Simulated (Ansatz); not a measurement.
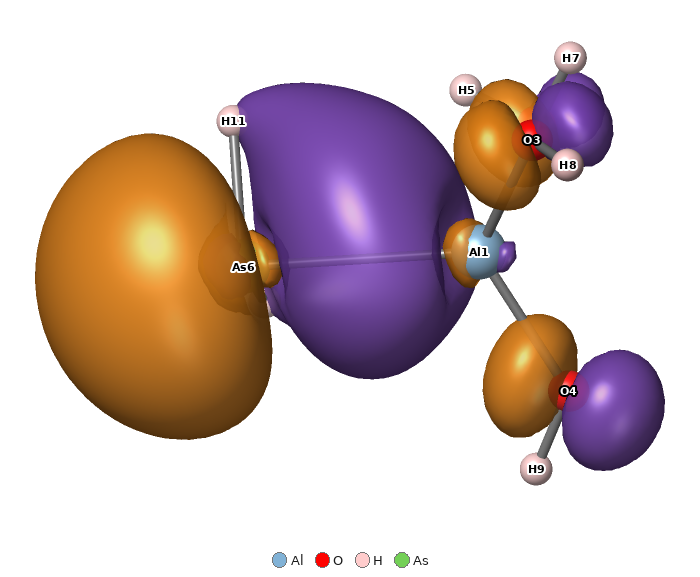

Figure 1: AlAsH6O3. One frontier orbital at ±0.08 Å⁻³ᐟ² (orange and purple are the two phases), seen at an oblique angle.

The product side of a reaction path; geometry: PBE0-D4/def2-TZVP.

Method: RKS PBE0-D4/def2-TZVPP in Ansatz 0.2.0.

The calculation's input:

```
crystal:
  periodic: [false, false, false]
  atoms:
    - {symbol: Al, position_ang: [0.000937, -0.365670, 0.487198]}
    - {symbol: O, position_ang: [0.746606, -0.357602, -1.348314]}
    - {symbol: O, position_ang: [1.626093, -0.204648, 1.046375]}
    - {symbol: O, position_ang: [-0.747269, -1.871933, 0.768306]}
    - {symbol: H, position_ang: [0.486464, 0.423099, -1.852006]}
    - {symbol: As, position_ang: [-1.422133, 1.638572, 0.496739]}
    - {symbol: H, position_ang: [1.689012, -0.275075, -1.125637]}
    - {symbol: H, position_ang: [1.935668, -0.582780, 1.866470]}
    - {symbol: H, position_ang: [-1.693327, -1.996387, 0.753702]}
    - {symbol: H, position_ang: [-2.190474, 1.164815, -0.735596]}
    - {symbol: H, position_ang: [-0.431577, 2.427609, -0.357237]}
basis:
  gaussian: {orbitals: def2-TZVPP}
hamiltonian: {xc: pbe0, dispersion: d4}
output: {orbitals: {seedname: orbitals}}
```

Run with:

```sh
ansatz run in.yaml --threads 8 --pin off --events-out ev --progress --plain --max-ram 19148MiB
```

> Which orbital is it: HOMO or LUMO?

The HOMO, at −6.66 eV. By Hirshfeld shares it lies mainly on As6 (about 65 %) and Al1 (about 15 %); largely a lone pair of As6.
